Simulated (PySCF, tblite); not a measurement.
# C₄H₂F₃N₃: dynamics, then NMR shifts on frames, part 2 of 2

tblite 0.8.0 and PySCF 2.14.0. Atoms count from 0. The steps go on from the part before.

## 5. NMR shieldings: 625 fs, PBE0/pcSseg-1

What the job is given:

```
{"job": {"kind": "nmr", "xc": "PBE0", "basis": "pcSseg-1", "pop": false}, "charge": 0, "multiplicity": 1}
F     -3.073300     0.265400    -0.169000
C     -2.085100    -0.149400     0.641400
F     -2.307200    -1.376900     1.034900
F     -2.040100     0.628000     1.743400
C     -0.663700    -0.141600    -0.090100
C     -0.188100    -1.310300    -0.610300
C      1.109900    -1.293700    -0.877100
N      1.933500    -0.327200    -0.511000
N      1.458400     0.684600     0.103300
N      0.201200     0.878400     0.255200
H     -0.740600    -2.228800    -0.860700
H      1.513100    -2.209700    -1.236600
```

Level: GIAO PBE0/pcSseg-1 NMR shielding, non-relativistic, gas phase.

Log:

```text
coarse grid: 12032 points
cycle   1  E = -616.3845720955  dE =  2.162e+00  |g| = 9.390e-01  |ddm| = 3.600e+00
cycle   2  E = -616.2187136902  dE =  1.659e-01  |g| = 1.413e+00  |ddm| = 1.324e+00
cycle   3  E = -616.5344883826  dE = -3.158e-01  |g| = 1.303e-01  |ddm| = 8.226e-01
cycle   4  E = -616.5359941412  dE = -1.506e-03  |g| = 9.671e-02  |ddm| = 1.818e-01
cycle   5  E = -616.5382555631  dE = -2.261e-03  |g| = 1.772e-02  |ddm| = 1.000e-01
cycle   6  E = -616.5383074990  dE = -5.194e-05  |g| = 7.337e-03  |ddm| = 1.689e-02
cycle   7  E = -616.5383178988  dE = -1.040e-05  |g| = 1.296e-03  |ddm| = 5.696e-03
cycle   8  E = -616.5383181788  dE = -2.800e-07  |g| = 4.042e-04  |ddm| = 1.185e-03
final grid: 123368 points
cycle   9  E = -616.6132547481  dE = -4.575e-05  |g| = 6.215e-03  |ddm| = 3.460e-02
cycle  10  E = -616.6132519458  dE =  2.802e-06  |g| = 7.847e-03  |ddm| = 1.210e-02
cycle  11  E = -616.6132625838  dE = -1.064e-05  |g| = 9.975e-04  |ddm| = 5.882e-03
cycle  12  E = -616.6132627649  dE = -1.810e-07  |g| = 4.281e-04  |ddm| = 1.105e-03
cycle  13  E = -616.6132628050  dE = -4.016e-08  |g| = 1.587e-04  |ddm| = 4.833e-04
cycle  14  E = -616.6132628100  dE = -5.003e-09  |g| = 3.731e-05  |ddm| = 1.491e-04
cycle  15  E = -616.6132628103  dE = -2.592e-10  |g| = 1.166e-05  |ddm| = 3.717e-05
converged SCF energy = -616.6132628103

GIAO shielding tensors (ppm)
atom      isotropic    diamagn.    paramagn.     s11        s22        s33       span
  0 F      253.009     470.235    -217.226    174.622    247.506    336.898    162.276
  1 C       54.236     243.613    -189.377     41.927     54.260     66.521     24.593
  2 F      253.283     471.829    -218.546    200.687    243.712    315.449    114.762
  3 F      245.256     471.854    -226.598    171.362    229.010    335.396    164.034
  4 C       12.509     254.923    -242.414   -119.197     18.651    138.074    257.271
  5 C       67.852     260.445    -192.594    -46.785     67.983    182.358    229.143
  6 C       35.974     249.474    -213.500   -101.502     47.094    162.329    263.830
  7 N     -165.104     324.692    -489.796   -553.271   -206.381    264.339    817.610
  8 N     -273.662     314.017    -587.679   -768.167   -246.907    194.089    962.256
  9 N     -184.963     324.209    -509.172   -574.710   -216.570    236.390    811.101
 10 H       23.943      30.854      -6.911     19.874     22.490     29.465      9.590
 11 H       22.678      29.273      -6.595     17.940     20.143     29.950     12.010
```

Run time: 18 s. Hardware: 1 thread of Intel Xeon 6975P-C, shared host; peak memory 0.81 GiB.

This run: δ C4 174.4, C6 151.0, C1 132.7, C5 119.1, H11 9.04, H10 7.77 ppm.

## 6. NMR shieldings: 800 fs, PBE0/pcSseg-1

What the job is given:

```
{"job": {"kind": "nmr", "xc": "PBE0", "basis": "pcSseg-1", "pop": false}, "charge": 0, "multiplicity": 1}
F     -2.741000     0.797900    -0.231500
C     -1.980900     0.132300     0.626400
F     -2.739600    -1.101000     0.739300
F     -1.965300     0.707500     1.802300
C     -0.558900    -0.187900     0.016200
C     -0.478200    -1.134400    -1.075600
C      0.639400    -1.014600    -1.897200
N      1.608900    -0.130000    -1.557000
N      1.636800     0.477000    -0.438000
N      0.518000     0.454100     0.340000
H     -1.179000    -1.922300    -1.103000
H      0.905400    -1.462500    -2.822200
```

Method: GIAO PBE0/pcSseg-1 NMR shielding, non-relativistic, gas phase.

Log:

```text
coarse grid: 12032 points
cycle   1  E = -616.3658071105  dE =  1.850e+00  |g| = 9.718e-01  |ddm| = 3.536e+00
cycle   2  E = -616.1321933255  dE =  2.336e-01  |g| = 1.580e+00  |ddm| = 1.414e+00
cycle   3  E = -616.5312207352  dE = -3.990e-01  |g| = 1.263e-01  |ddm| = 9.025e-01
cycle   4  E = -616.5324316365  dE = -1.211e-03  |g| = 9.462e-02  |ddm| = 1.649e-01
cycle   5  E = -616.5344332563  dE = -2.002e-03  |g| = 2.417e-02  |ddm| = 9.545e-02
cycle   6  E = -616.5345468476  dE = -1.136e-04  |g| = 9.355e-03  |ddm| = 2.424e-02
cycle   7  E = -616.5345622424  dE = -1.539e-05  |g| = 1.456e-03  |ddm| = 6.751e-03
cycle   8  E = -616.5345625849  dE = -3.425e-07  |g| = 5.272e-04  |ddm| = 1.410e-03
final grid: 123368 points
cycle   9  E = -616.6087517486  dE = -4.611e-05  |g| = 6.551e-03  |ddm| = 3.345e-02
cycle  10  E = -616.6087446022  dE =  7.146e-06  |g| = 9.203e-03  |ddm| = 1.392e-02
cycle  11  E = -616.6087606423  dE = -1.604e-05  |g| = 1.793e-03  |ddm| = 7.960e-03
cycle  12  E = -616.6087613189  dE = -6.766e-07  |g| = 6.498e-04  |ddm| = 1.890e-03
cycle  13  E = -616.6087614080  dE = -8.916e-08  |g| = 1.666e-04  |ddm| = 5.949e-04
cycle  14  E = -616.6087614125  dE = -4.507e-09  |g| = 5.378e-05  |ddm| = 1.330e-04
cycle  15  E = -616.6087614130  dE = -4.807e-10  |g| = 1.624e-05  |ddm| = 4.757e-05
converged SCF energy = -616.6087614130

GIAO shielding tensors (ppm)
atom      isotropic    diamagn.    paramagn.     s11        s22        s33       span
  0 F      224.267     470.681    -246.414    156.132    219.391    297.279    141.147
  1 C       47.710     240.401    -192.691     36.096     48.429     58.606     22.510
  2 F      203.901     473.912    -270.011     71.582    156.059    384.063    312.481
  3 F      263.433     469.949    -206.516    192.344    280.211    317.743    125.399
  4 C       25.713     255.069    -229.356   -100.956     38.623    139.471    240.427
  5 C       64.884     256.332    -191.448    -40.023     33.959    200.716    240.739
  6 C       34.274     249.710    -215.435    -86.021     37.001    151.844    237.865
  7 N     -197.085     324.204    -521.289   -598.325   -255.225    262.295    860.620
  8 N     -244.588     312.908    -557.497   -661.480   -248.164    175.879    837.359
  9 N     -170.898     326.308    -497.206   -546.624   -220.919    254.850    801.474
 10 H       24.557      30.800      -6.243     20.333     23.405     29.931      9.598
 11 H       22.021      28.842      -6.821     18.779     19.538     27.745      8.966
```

Wall time 17 s (1 thread of Intel Xeon 6975P-C, shared host); peak memory 0.81 GiB.

Key values: δ C4 161.2, C6 152.7, C1 139.2, C5 122.0, H11 9.70, H10 7.16 ppm.

## 7. Shielding tensors: 1000 fs, PBE0/pcSseg-1

What the job is given:

```
{"job": {"kind": "nmr", "xc": "PBE0", "basis": "pcSseg-1", "pop": false}, "charge": 0, "multiplicity": 1}
F     -2.697100     0.743900     0.617500
C     -1.816200    -0.197400     0.892400
F     -2.536700    -1.310000     0.819600
F     -1.347900    -0.090400     2.151500
C     -0.584600    -0.322000    -0.039100
C     -0.592600    -1.034200    -1.213300
C      0.611400    -1.367900    -1.725500
N      1.684900    -0.704400    -1.398200
N      1.582100     0.167800    -0.463400
N      0.508800     0.375100     0.226900
H     -1.520400    -1.585300    -1.479700
H      0.853200    -2.178800    -2.349400
```

With the program's defaults for keys left out, this is: GIAO PBE0/pcSseg-1 NMR shielding, non-relativistic, gas phase.

Log:

```text
coarse grid: 12032 points
cycle   1  E = -616.3922575819  dE =  2.245e+00  |g| = 9.343e-01  |ddm| = 3.612e+00
cycle   2  E = -616.2353117584  dE =  1.569e-01  |g| = 1.395e+00  |ddm| = 1.330e+00
cycle   3  E = -616.5394378427  dE = -3.041e-01  |g| = 1.234e-01  |ddm| = 8.197e-01
cycle   4  E = -616.5406887221  dE = -1.251e-03  |g| = 9.313e-02  |ddm| = 1.747e-01
cycle   5  E = -616.5427562339  dE = -2.068e-03  |g| = 1.882e-02  |ddm| = 9.572e-02
cycle   6  E = -616.5428154920  dE = -5.926e-05  |g| = 7.427e-03  |ddm| = 1.779e-02
cycle   7  E = -616.5428261537  dE = -1.066e-05  |g| = 1.449e-03  |ddm| = 6.253e-03
cycle   8  E = -616.5428264999  dE = -3.461e-07  |g| = 5.485e-04  |ddm| = 1.506e-03
final grid: 123368 points
cycle   9  E = -616.6164146680  dE = -4.323e-05  |g| = 6.073e-03  |ddm| = 3.479e-02
cycle  10  E = -616.6164108858  dE =  3.782e-06  |g| = 7.770e-03  |ddm| = 1.314e-02
cycle  11  E = -616.6164223648  dE = -1.148e-05  |g| = 1.314e-03  |ddm| = 7.053e-03
cycle  12  E = -616.6164227386  dE = -3.737e-07  |g| = 4.850e-04  |ddm| = 1.473e-03
cycle  13  E = -616.6164227908  dE = -5.223e-08  |g| = 1.338e-04  |ddm| = 4.811e-04
cycle  14  E = -616.6164227936  dE = -2.812e-09  |g| = 3.874e-05  |ddm| = 1.203e-04
cycle  15  E = -616.6164227939  dE = -2.551e-10  |g| = 1.485e-05  |ddm| = 4.106e-05
converged SCF energy = -616.6164227939

GIAO shielding tensors (ppm)
atom      isotropic    diamagn.    paramagn.     s11        s22        s33       span
  0 F      250.523     470.308    -219.785    182.199    244.554    324.815    142.617
  1 C       56.906     238.610    -181.704     43.161     61.016     66.540     23.379
  2 F      254.144     470.892    -216.747    180.805    245.482    336.146    155.341
  3 F      253.380     472.720    -219.340    174.224    251.034    334.881    160.657
  4 C       26.595     256.548    -229.953   -107.438     40.486    146.736    254.175
  5 C       71.938     255.636    -183.697    -35.966     55.560    196.221    232.188
  6 C       40.125     249.654    -209.530    -83.848     42.546    161.676    245.524
  7 N     -163.776     326.417    -490.193   -529.090   -226.970    264.731    793.820
  8 N     -287.888     313.993    -601.881   -834.456   -226.271    197.063   1031.519
  9 N     -170.670     325.613    -496.283   -562.352   -199.982    250.325    812.677
 10 H       24.112      29.100      -4.988     19.603     23.021     29.714     10.111
 11 H       22.958      29.176      -6.217     19.179     20.660     29.036      9.857
```

Wall time 18 s (1 thread of Intel Xeon 6975P-C, shared host); peak memory 0.81 GiB.

This run: δ C4 160.3, C6 146.8, C1 130.0, C5 115.0, H11 8.76, H10 7.60 ppm.

## 8. Comparing the runs: NMR shifts

Shifts (ppm) of some atoms, chosen among heavy atoms and hydrogens apart, with basis size and wall time:

| frame | H11 | H10 | F2 | F0 | F3 | N8 | N9 | functions | time |
| --- | --- | --- | --- | --- | --- | --- | --- | --- | --- |
| 250 fs | 9.50 | 6.86 | -66.4 | -90.6 | -111.9 | 526.2 | 402.3 | 180 | 17 s |
| 425 fs | 10.17 | 7.58 | -72.8 | -62.7 | -108.2 | 536.7 | 401.8 | 180 | 17 s |
| 625 fs | 9.04 | 7.77 | -82.3 | -82.1 | -74.3 | 541.4 | 452.7 | 180 | 18 s |
| 800 fs | 9.70 | 7.16 | -33.0 | -53.3 | -92.5 | 512.3 | 438.6 | 180 | 17 s |
| 1000 fs | 8.76 | 7.60 | -83.2 | -79.6 | -82.4 | 555.6 | 438.4 | 180 | 18 s |

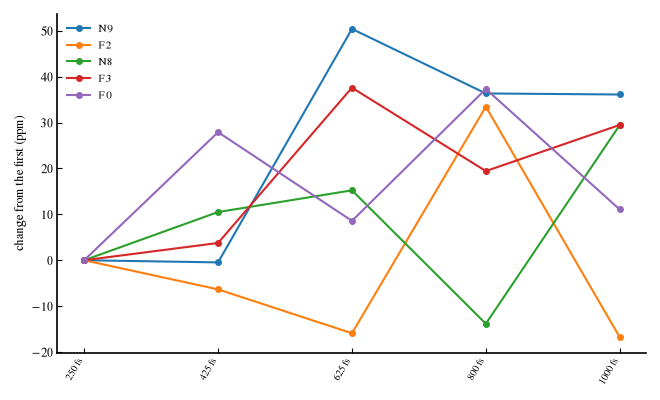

How five of the tabulated atoms move from run to run.

## 9. Outcome

What follows sums up all 2 parts.

| quantity | value |
| --- | --- |
| thermostat | 400 K |
| mean temperature, second half | 434 K |
| mean potential energy above the minimum | 0.61 eV |
| ¹³C shifts against TMS (PBE0/pcSseg-1, 250 fs) | 155.6, 149.6, 127.3, 118.0 ppm |
| ¹H shifts against TMS (PBE0/pcSseg-1, 250 fs) | 9.50, 6.86 ppm |
| ¹⁹F shifts against CFCl3 (PBE0/pcSseg-1, 250 fs) | -66.4, -90.6, -111.9 ppm |
| ¹⁵N shifts against NH3 (PBE0/pcSseg-1, 250 fs) | 526.2, 443.1, 402.3 ppm |
| range of the shift of N9 | 401.8 to 452.7 ppm |

In the second half the potential energy averages 0.61 eV above the minimum; equipartition over 30 harmonic modes at 400 K would give 0.52 eV. With 12 atoms the temperature swings widely (260 to 673 K). Shifts at one fixed geometry are not the observed spectrum, which averages over the motion. In the first frame run (250 fs): Shielding is most anisotropic at N8 (span 965 ppm, paramagnetic term -570 ppm). Across the 5 runs the shift of N9 moves most, between 401.8 (425 fs) and 452.7 ppm (625 fs).
